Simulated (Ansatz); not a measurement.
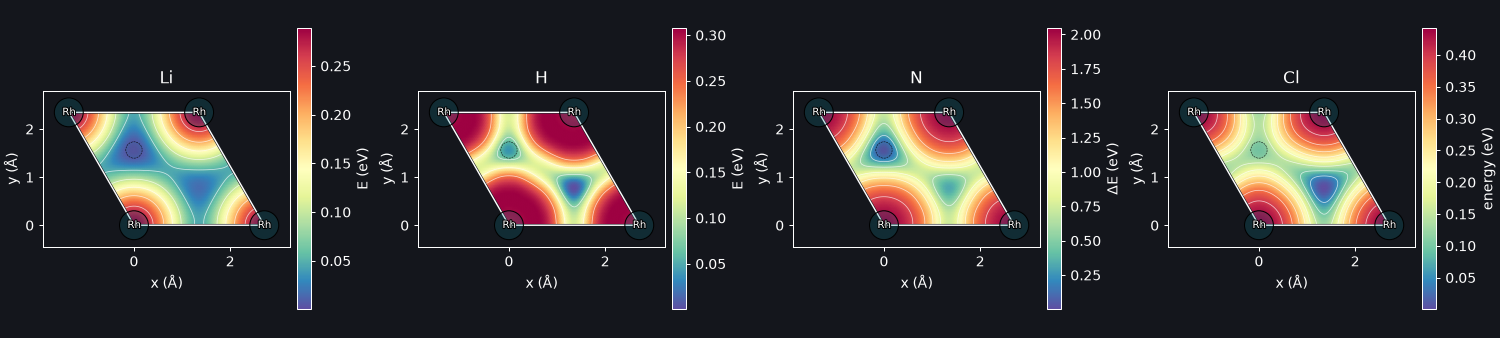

Four maps of one series, each from its own lowest grid point and on its own colour scale; the adsorbate changes from map to map. Adsorbates on a Rh(111) slab cut from the Fm-3m phase, its upper half relaxed before the scan (12 atoms of substrate and one adsorbate in a 2 × 2 cell). The adsorbate is moved over the surface cell; relaxed at each place: the height of the adsorbate's atoms; substrate rigid; the origin of the map has the adsorbate above Rh9. Places are given modulo a cell vector. The map is drawn in real space over the plane of the surface. The scan uses a 6 × 6 grid. Places are given in fractions of the 1 × 1 surface cell. Energies: eV, counted from the lowest grid point. All numbers below come from Ansatz, DFT PBE, scalar-relativistic, plane waves, PAW. Settings: cutoff 420 eV, k-mesh 6×6×1, gaussian smearing 0.1 eV, no spin polarisation.

The picture shows a smooth colour map with a few white contour lines, labelled circles for the atoms of the top layer and small ones for the second layer, the outline of one cell of the plane. Between grid points the surface is interpolated.

The span runs from the lowest to the highest grid point.

| adsorbate | lowest grid point | span (eV) | height there (Å) |
| --- | --- | --- | --- |
| Li | a threefold hollow over a second-layer Rh atom | 0.29 | 2.06 |
| H | a threefold hollow over a third-layer Rh atom | 0.31 | 1.00 |
| N | a threefold hollow over a second-layer Rh atom | 2.05 | 1.10 |
| Cl | a threefold hollow over a third-layer Rh atom | 0.44 | 1.91 |

For O: The runs have no spin polarisation; a magnetic state may lie lower.

One more map of the series was computed, for the adsorbate O. What do you expect for it?

Answer. The computed span is 1.28 eV, within the range of the others. The lowest grid point is a threefold hollow over a third-layer Rh atom, as for H and Cl. The height there is 1.29 Å.

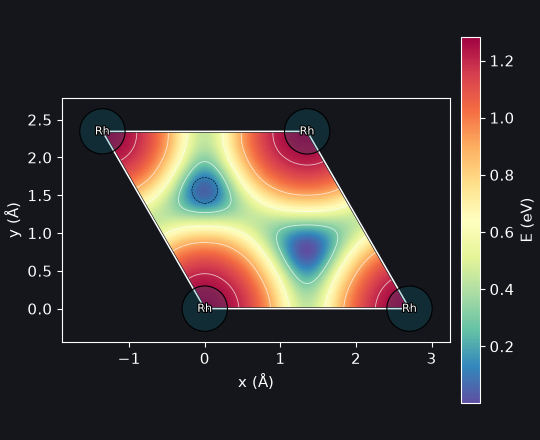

The map for O.

PAW datasets: the set soft_1.
